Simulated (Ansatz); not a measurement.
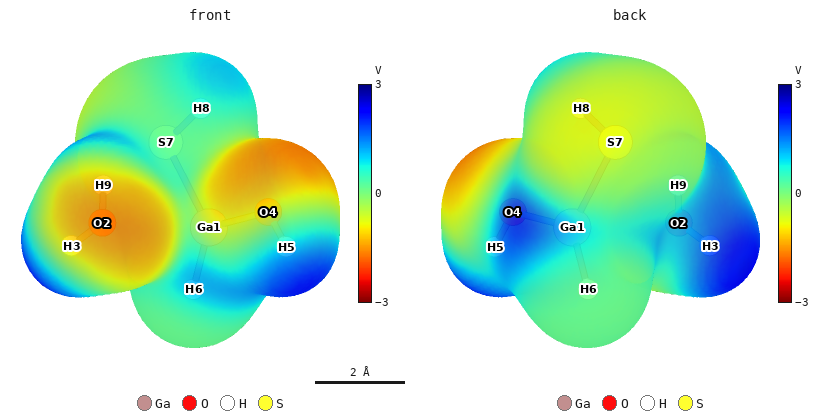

*GaH3OS···H2O. The molecular electrostatic potential painted on the density surface at 0.002 e/bohr³, seen from the front and from behind; red is negative and blue positive.*

Not at a stationary point (largest force 0.8 eV/Å).

Level of theory: RKS B3LYP/def2-SVP (Ansatz 0.2.0).

```xyz
9

Ga    0.0247    0.5848   -0.2696
O    -0.2523   -0.3165    2.5560
H    -1.1967   -0.4373    2.7281
O     1.7079    0.1172   -0.6616
H     1.8041   -0.7596   -1.0550
H    -1.2628   -0.1463   -0.7548
S    -0.0331    2.5719    0.8080
H     1.3184    2.6641    0.8302
H    -0.1365    0.6648    2.5732
```

Where is the surface potential most negative and most positive?

Answer. The most negative region (about −1.6 V) lies over O4, the most positive (about +2.3 V) over H3. O4 is the likeliest acceptor of a hydrogen bond.
